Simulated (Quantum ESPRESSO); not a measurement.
# MgS (F-43m): modes at Γ and the response to a field, part 2 of 4

Aim: the zone-centre modes of MgS (F-43m).

Quantum ESPRESSO 7.5; DFT LDA, scalar-relativistic, plane waves, PseudoDojo norm-conserving pseudopotentials.

So far. Step 2 (A first look): A gap of 3.2 eV opens on this mesh, so the crystal is taken as an insulator; the start stands at -2.1 GPa. Step 4 (Ground state): The cell stands at -0.004 GPa, close enough for phonons.

## (5) Linear response at Γ

At q = 0 one unit cell holds all displacements; symmetry groups them into irreducible representations that are solved one by one. The response to a field gives ε∞ and the Born charges, which polar modes need.

ph.in reads:

```
phonons
&INPUTPH
  prefix = 'x'
  outdir = './tmp'
  fildyn = 'g.dyn'
  tr2_ph = 1.0d-18
  epsil  = .true.
/
0.000000000000 0.000000000000 0.000000000000
```

Run with:

```
$ OMP_NUM_THREADS=1 mpirun -n 4 ph.x -nk 4 -in ph.in > ph.out
```

What it wrote:

```text
[banners, grids, parts of the stress and lines that vanish by symmetry left out]
[banner, memory and clock lines left out]
Program PHONON v.7.5

     ./tmp/x.save/

     IMPORTANT: XC functional enforced from input :
     Exchange-correlation= PW
                           (   1   4   0   0   0   0   0)
     Any further DFT definition will be discarded
     Please, verify this is what you really want

     G-vector sticks info

     Reading collected, re-writing distributed wavefunctions in ./tmp/

     Number and degeneracy of irreps per q-point
       N         xq(1)         xq(2)         xq(3)   N irreps
       1   0.000000000   0.000000000   0.000000000       2
        3   3

     Calculation of q =    0.0000000   0.0000000   0.0000000

     phonons

     bravais-lattice index     =            2
     lattice parameter (alat)  =      10.5755  a.u.
     unit-cell volume          =     295.6943 (a.u.)^3
     number of atoms/cell      =            2
     number of atomic types    =            2
     kinetic-energy cut-off    =      92.0000  Ry
     charge density cut-off    =     368.0000  Ry
     convergence threshold     =      1.0E-18
     beta                      =       0.7000
     number of iterations used =            4
     Exchange-correlation= PW
                           (   1   4   0   0   0   0   0)

     celldm(1)=   10.57550  celldm(2)=    0.00000  celldm(3)=    0.00000
     celldm(4)=    0.00000  celldm(5)=    0.00000  celldm(6)=    0.00000

     crystal axes: (cart. coord. in units of alat)
               a(1) = ( -0.5000  0.0000  0.5000 )
               a(2) = (  0.0000  0.5000  0.5000 )
               a(3) = ( -0.5000  0.5000  0.0000 )

     reciprocal axes: (cart. coord. in units 2 pi/alat)
               b(1) = ( -1.0000 -1.0000  1.0000 )
               b(2) = (  1.0000  1.0000  1.0000 )
               b(3) = ( -1.0000  1.0000 -1.0000 )

     Atoms inside the unit cell:

     Cartesian axes

     site n.  atom      mass           positions (alat units)
        1  Mg     24.3050   tau(    1) = (    0.00000    0.00000    0.00000  )
        2  S      32.0600   tau(    2) = (   -0.75000    0.75000    0.75000  )

     Computing dynamical matrix for
                    q = (   0.0000000   0.0000000   0.0000000 )

     25 Sym.Ops. (with q -> -q+G )

     G cutoff = 1042.5336  (  35149 G-vectors)     FFT grid: ( 45, 45, 45)
     number of k points=    29
                       cart. coord. in units 2pi/alat
        k(    1) = (   0.0000000   0.0000000   0.0000000), wk =   0.0039062
        k(    2) = (  -0.1250000   0.1250000  -0.1250000), wk =   0.0312500
        k(    3) = (  -0.2500000   0.2500000  -0.2500000), wk =   0.0312500
        [... further k-points left out ...]

     PseudoPot. # 1 for Mg read from file:
     ./pseudo/Mg.upf
     Pseudo is Norm-conserving, Zval = 10.0
     Using radial grid of 1510 points,  4 beta functions with:
                l(1) =   0
                l(2) =   0
                l(3) =   1
                l(4) =   1

     PseudoPot. # 2 for S  read from file:
     ./pseudo/S.upf
     Pseudo is Norm-conserving + core correction, Zval =  6.0
     Using radial grid of 1132 points,  6 beta functions with:
                l(1) =   0
                l(2) =   0
                l(3) =   1
                l(4) =   1
                l(5) =   2
                l(6) =   2

     Mode symmetry, T_d (-43m)  point group:

     Electric field:
     Dielectric constant
     Born effective charges as d Force / d E

     Atomic displacements:
     There are    2 irreducible representations

     Representation     1      3 modes -  To be done

     Representation     2      3 modes -  To be done

     Alpha used in Ewald sum =   2.8000

     Electric Fields Calculation

      iter #   1   av.it.:   6.8
      thresh= 1.000E-02 alpha_mix =  0.700 |ddv_scf|^2 =  8.539E-08

      iter #   2   av.it.:  12.9
      thresh= 2.922E-05 alpha_mix =  0.700 |ddv_scf|^2 =  1.146E-08

      iter #   3   av.it.:  12.6
      thresh= 1.071E-05 alpha_mix =  0.700 |ddv_scf|^2 =  5.990E-11

      iter #   4   av.it.:  12.9
      thresh= 7.739E-07 alpha_mix =  0.700 |ddv_scf|^2 =  5.719E-13

      iter #   5   av.it.:  12.4
      thresh= 7.563E-08 alpha_mix =  0.700 |ddv_scf|^2 =  1.756E-15

      iter #   6   av.it.:  12.8
      thresh= 4.190E-09 alpha_mix =  0.700 |ddv_scf|^2 =  1.190E-17

      iter #   7   av.it.:  13.6
      thresh= 3.450E-10 alpha_mix =  0.700 |ddv_scf|^2 =  6.480E-20

     End of electric fields calculation

          Dielectric constant in cartesian axis

          (       4.212889341      -0.000000000      -0.000000000 )
          (      -0.000000000       4.212889341      -0.000000000 )
          (       0.000000000      -0.000000000       4.212889341 )

          Effective charges (d Force / dE) in cartesian axis without acoustic sum rule applied (asr)

           atom    1  Mg    Mean Z*:        1.87394
      Ex  (        1.87394        0.00000        0.00000 )
      Ey  (        0.00000        1.87394       -0.00000 )
      Ez  (        0.00000       -0.00000        1.87394 )
           atom    2  S     Mean Z*:       -1.87641
      Ex  (       -1.87641       -0.00000        0.00000 )
      Ey  (       -0.00000       -1.87641        0.00000 )
      Ez  (        0.00000        0.00000       -1.87641 )

          Effective charges Sum: Mean:       -0.00247
             -0.00247       -0.00000        0.00000
              0.00000       -0.00247        0.00000
              0.00000       -0.00000       -0.00247

          Effective charges (d Force / dE) in cartesian axis with asr applied:
           atom    1  Mg    Mean Z*:        1.87517
      E*x (        1.87517        0.00000       -0.00000 )
      E*y (        0.00000        1.87517       -0.00000 )
      E*z (        0.00000       -0.00000        1.87517 )
           atom    2  S     Mean Z*:       -1.87517
      E*x (       -1.87517       -0.00000        0.00000 )
      E*y (       -0.00000       -1.87517        0.00000 )
      E*z (        0.00000        0.00000       -1.87517 )

     Representation #   1 modes #   1   2   3

     Self-consistent Calculation

      iter #   1   av.it.:   6.8
      thresh= 1.000E-02 alpha_mix =  0.700 |ddv_scf|^2 =  1.249E-07

      iter #   2   av.it.:  13.0
      thresh= 3.535E-05 alpha_mix =  0.700 |ddv_scf|^2 =  1.520E-08

      iter #   3   av.it.:  12.6
      thresh= 1.233E-05 alpha_mix =  0.700 |ddv_scf|^2 =  1.321E-10

      iter #   4   av.it.:  12.5
      thresh= 1.149E-06 alpha_mix =  0.700 |ddv_scf|^2 =  4.245E-13

      iter #   5   av.it.:  13.1
      thresh= 6.516E-08 alpha_mix =  0.700 |ddv_scf|^2 =  6.066E-15

      iter #   6   av.it.:  13.1
      thresh= 7.788E-09 alpha_mix =  0.700 |ddv_scf|^2 =  2.860E-17

      iter #   7   av.it.:  13.5
      thresh= 5.348E-10 alpha_mix =  0.700 |ddv_scf|^2 =  5.593E-20

     End of self-consistent calculation

     Convergence has been achieved

     Representation #   2 modes #   4   5   6

     Self-consistent Calculation

      iter #   1   av.it.:   8.9
      thresh= 1.000E-02 alpha_mix =  0.700 |ddv_scf|^2 =  1.328E-06

      iter #   2   av.it.:  13.8
      thresh= 1.152E-04 alpha_mix =  0.700 |ddv_scf|^2 =  1.091E-08

      iter #   3   av.it.:  13.8
      thresh= 1.045E-05 alpha_mix =  0.700 |ddv_scf|^2 =  1.242E-09

      iter #   4   av.it.:  13.0
      thresh= 3.524E-06 alpha_mix =  0.700 |ddv_scf|^2 =  1.902E-11

      iter #   5   av.it.:  13.5
      thresh= 4.361E-07 alpha_mix =  0.700 |ddv_scf|^2 =  1.899E-13

      iter #   6   av.it.:  13.6
      thresh= 4.358E-08 alpha_mix =  0.700 |ddv_scf|^2 =  8.562E-16

      iter #   7   av.it.:  13.6
      thresh= 2.926E-09 alpha_mix =  0.700 |ddv_scf|^2 =  2.110E-17

      iter #   8   av.it.:  13.9
      thresh= 4.594E-10 alpha_mix =  0.700 |ddv_scf|^2 =  2.041E-19

     End of self-consistent calculation

     Convergence has been achieved

     Number of q in the star =    1
     List of q in the star:
          1   0.000000000   0.000000000   0.000000000

          Dielectric constant in cartesian axis

          (       4.212889341      -0.000000000      -0.000000000 )
          (      -0.000000000       4.212889341      -0.000000000 )
          (       0.000000000      -0.000000000       4.212889341 )

          Effective charges (d Force / dE) in cartesian axis without acoustic sum rule applied (asr)

           atom    1  Mg    Mean Z*:        1.87394
      Ex  (        1.87394        0.00000        0.00000 )
      Ey  (        0.00000        1.87394       -0.00000 )
      Ez  (        0.00000       -0.00000        1.87394 )
           atom    2  S     Mean Z*:       -1.87641
      Ex  (       -1.87641       -0.00000        0.00000 )
      Ey  (       -0.00000       -1.87641        0.00000 )
      Ez  (        0.00000        0.00000       -1.87641 )

          Effective charges Sum: Mean:       -0.00247
             -0.00247       -0.00000        0.00000
              0.00000       -0.00247        0.00000
              0.00000       -0.00000       -0.00247

          Effective charges (d Force / dE) in cartesian axis with asr applied:
           atom    1  Mg    Mean Z*:        1.87517
      E*x (        1.87517        0.00000       -0.00000 )
      E*y (        0.00000        1.87517       -0.00000 )
      E*z (        0.00000       -0.00000        1.87517 )
           atom    2  S     Mean Z*:       -1.87517
      E*x (       -1.87517       -0.00000        0.00000 )
      E*y (       -0.00000       -1.87517        0.00000 )
      E*z (        0.00000        0.00000       -1.87517 )

     Diagonalizing the dynamical matrix

     q = (    0.000000000   0.000000000   0.000000000 )

 **************************************************************************
     freq (    1) =       0.144435 [THz] =       4.817834 [cm-1]
     freq (    2) =       0.144435 [THz] =       4.817834 [cm-1]
     freq (    3) =       0.144435 [THz] =       4.817834 [cm-1]
     freq (    4) =      10.293667 [THz] =     343.359756 [cm-1]
     freq (    5) =      10.293667 [THz] =     343.359756 [cm-1]
     freq (    6) =      10.293667 [THz] =     343.359756 [cm-1]
 **************************************************************************

     Mode symmetry, T_d (-43m)  point group:

     freq (   1-   3) =          4.8  [cm-1]   --> T_2  G_15 P_4   I+R
     freq (   4-   6) =        343.4  [cm-1]   --> T_2  G_15 P_4   I+R
```

It took 99 s on 4 MPI ranks of Intel Xeon Platinum 8488C (Sapphire Rapids), shared host; 6.6 min of CPU time.

Read from the output:

- miss of the charge sum rule: 0.002470 e
- largest acoustic frequency at the zone centre before the sum rule: 4.82 cm⁻¹
- highest optical zone-centre mode (no LO-TO term): 343.4 cm⁻¹
- lowest optical zone-centre mode: 343.4 cm⁻¹
- mean high-frequency dielectric constant: 4.213
- largest Born charge in size (third of the trace): 1.876 e

Born charge (rows field, columns displacement), before the sum rule (e), principal values of the symmetric part by kind of site:

```tsv
atom	atoms with these values	low	middle	high	mean
Mg1	1	1.87	1.87	1.87	1.87
S2	1	-1.88	-1.88	-1.88	-1.88
```

In full for Mg1:

```
1.87 0.00 0.00
0.00 1.87 0.00
0.00 0.00 1.87
```

High-frequency dielectric tensor:

```
4.21 0.00 0.00
0.00 4.21 0.00
0.00 0.00 4.21
```

The acoustic modes at Γ come out as far as 4.8 cm⁻¹ from zero, where they should vanish, a small numerical error; the Born charges miss their sum rule by 0.0025 e, which is good.

## (6) Zone-centre analysis

A rigid shift of the crystal must cost nothing, but grids and finite bases break this; the acoustic sum rule is imposed before the matrix is diagonalised again. With Born charges the intensities follow, and the static dielectric tensor.

dynmat.in reads:

```
&INPUT
  fildyn = 'g.dyn'
  asr    = 'simple'
  fileig = 'dynmat.eig'
  lperm  = .true.
/
```

Run with:

```
$ dynmat.x -in dynmat.in > dynmat.out
```

What it wrote:

```text
[banner, memory and clock lines left out]
Program DYNMAT v.7.5

     Reading Dynamical Matrix from file g.dyn
     ...Force constants read
     ...epsilon and Z* read
     A direction for q was not specified:TO-LO splitting will be absent

     Polarizability (A^3 units)
     multiply by 0.482867 for Clausius-Mossotti correction
        11.202946   -0.000000    0.000000
        -0.000000   11.202946   -0.000000
        -0.000000   -0.000000   11.202946

     IR activities are in (D/A)^2/amu units

# mode   [cm-1]    [THz]      IR
    1     -0.00   -0.0000    0.0000
    2     -0.00   -0.0000    0.0000
    3     -0.00   -0.0000    0.0000
    4    343.32   10.2923    5.8682
    5    343.32   10.2923    5.8682
    6    343.32   10.2923    5.8682

Electronic dielectric permittivity tensor (relative, adimensional)
         4.212889   -0.000000    0.000000
        -0.000000    4.212889   -0.000000
        -0.000000   -0.000000    4.212889

 ... with zone-center polar mode contributions
         6.636279    0.000000    0.000000
         0.000000    6.636279    0.000000
         0.000000    0.000000    6.636279
```

Wall time 0.79 s (1 thread).

Read from the output:

```yaml
highest_optical_zone_centre_mode_no_lo_to_term: 343.3 cm⁻¹
lowest_optical_zone_centre_mode: 343.3 cm⁻¹
mean_static_dielectric_constant: 6.636
```

Unit eigenvectors of the mass-weighted matrix after the sum rule; no LO-TO term. Modes at Γ, with each element's share of the kinetic energy:

```tsv
mode	frequency (cm⁻¹)	symmetry	Mg %	S %
1	0.0	acoustic	43	57
2	0.0	acoustic	43	57
3	0.0	acoustic	43	57
4	343.3	T2	57	43
5	343.3	T2	57	43
6	343.3	T2	57	43
```

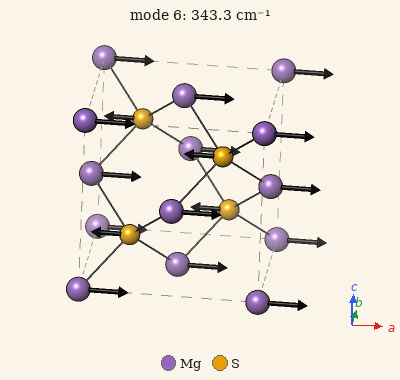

Displacement patterns of mode 6 at Γ; arrows are exaggerated. Bonds to atoms that aren't drawn are left out. Some periodic images of atoms are drawn too.

Degenerate modes summed, no LO-TO term. Infrared lines, with heights relative to the strongest:

```tsv
position (cm⁻¹)	lines merged	label	IR intensity, relative
343	3	T2	100
```

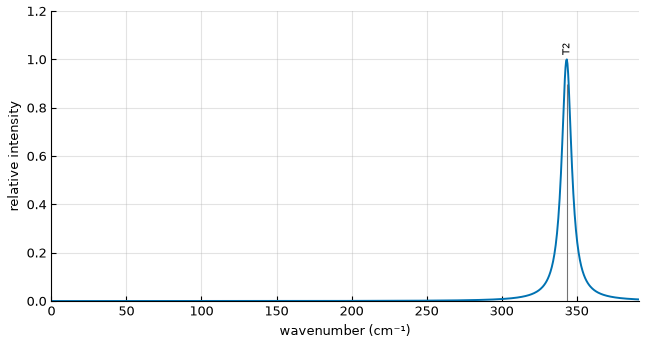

The infrared spectrum, broadened with Lorentzians of width 8 cm⁻¹; bars mark the lines.

Static dielectric tensor (ions relaxed, fixed cell):

```
6.64 0.00 0.00
0.00 6.64 0.00
0.00 0.00 6.64
```

The rule moves no optical mode by more than 0.1 cm⁻¹.

## (7) The LO-TO splitting (1 0 0)

A longitudinal polar mode sets up a macroscopic field that stiffens it; the term hangs on the direction from which q goes to zero.

dynmat.in reads:

```
&INPUT
  fildyn = 'g.dyn'
  asr    = 'simple'
  fileig = 'dynmat.eig'
  q(1)   = 1.0
  q(2)   = 0.0
  q(3)   = 0.0
/
```

Run with:

```
$ dynmat.x -in dynmat.in > dynmat.out
```

What it wrote:

```text
[banner, memory and clock lines left out]
Program DYNMAT v.7.5

     Reading Dynamical Matrix from file g.dyn
     ...Force constants read
     ...epsilon and Z* read

     Polarizability (A^3 units)
     multiply by 0.482867 for Clausius-Mossotti correction
        11.202946   -0.000000    0.000000
        -0.000000   11.202946   -0.000000
        -0.000000   -0.000000   11.202946

     IR activities are in (D/A)^2/amu units

# mode   [cm-1]    [THz]      IR
    1     -0.00   -0.0000    0.0000
    2     -0.00   -0.0000    0.0000
    3      0.00    0.0000    0.0000
    4    343.32   10.2923    5.8682
    5    343.32   10.2923    5.8682
    6    430.89   12.9177    5.8682
```

Elapsed: 0.71 s, on 1 thread.

Numbers from this step:

* highest mode moved by the LO-TO term: 430.9 cm⁻¹

Zone-centre frequencies as printed; negative means imaginary. Modes:

```tsv
mode	frequency (cm⁻¹)
1	0
2	0
3	0
4	343.3
5	343.3
6	430.9
```

The field moves one mode, from 343 to 431 cm⁻¹; the others stay.

## (8) Self-consistent run for the response, volume × 0.94

Bonds stiffen under compression, so frequencies follow the volume; the atoms are not relaxed anew.

scf.in reads:

```
&CONTROL
  calculation = 'scf'
  prefix      = 'x'
  outdir      = './tmp'
  pseudo_dir  = './pseudo'
  tprnfor     = .true.
  tstress     = .true.
/
&SYSTEM
  ibrav       = 2
  celldm(1)   = 10.35961456
  nat         = 2
  ntyp        = 2
  ecutwfc     = 92.0
  occupations = 'fixed'
  nbnd        = 10
/
&ELECTRONS
  conv_thr         = 1.0d-12
  mixing_beta      = 0.7
  electron_maxstep = 100
/
ATOMIC_SPECIES
 Mg     24.3050  Mg.upf
 S      32.0600  S.upf
ATOMIC_POSITIONS crystal
 Mg     0.000000000   0.000000000   0.000000000
 S      0.750000000   0.750000000   0.750000000
K_POINTS automatic
 8 8 8 0 0 0
```

Run with:

```
$ OMP_NUM_THREADS=1 mpirun -n 4 pw.x -nk 4 -in scf.in > scf.out
```

What it wrote:

```text
[banners, grids, parts of the stress and lines that vanish by symmetry left out]
[banner, memory and clock lines left out]
Program PWSCF v.7.5

[...]
kinetic-energy cutoff     =      92.0000  Ry
     charge density cutoff     =     368.0000  Ry
     scf convergence threshold =      1.0E-12
[...]
Exchange-correlation= SLA  PW   NOGX NOGC
                           (   1   4   0   0   0   0   0)
[...]
24 Sym. Ops. (no inversion) found
[...]
number of k points=    29
[...]
End of self-consistent calculation
[...]
highest occupied, lowest unoccupied level (ev):     3.7536    7.3222
!    total energy              =    -140.88371509 Ry
[...]
convergence has been achieved in  11 iterations
[...]
atom    1 type  1   force =     0.00000000    0.00000000    0.00000000
     atom    2 type  2   force =     0.00000000    0.00000000   -0.00000000
     Total force =     0.000000     Total SCF correction =     0.000000
[...]
total   stress  (Ry/bohr**3)                   (kbar)     P=       43.04
[...]
XML data file, charge density, pseudopotentials, collected wavefunctions
```

The job ended after 6.6 s (4 MPI ranks; 25 s of CPU time).

This step gave:

- volume per atom: 20.59 Å³
- pressure: 4.304 GPa
- gap on the k-mesh: 3.569 eV

[end of part 2 of 4]

[Host names and launcher messages were left out of these logs when they were recorded.]

[Logs are printed without paths, hosts, clocks, repeated set-up lines and the standing remarks that a program may print on its own settings, such as how far it seeks lower states.]

[Hosts, paths, dates, database ids (printed as entryN), source tags and the programs' standing remarks are cut or masked in the printed files.]
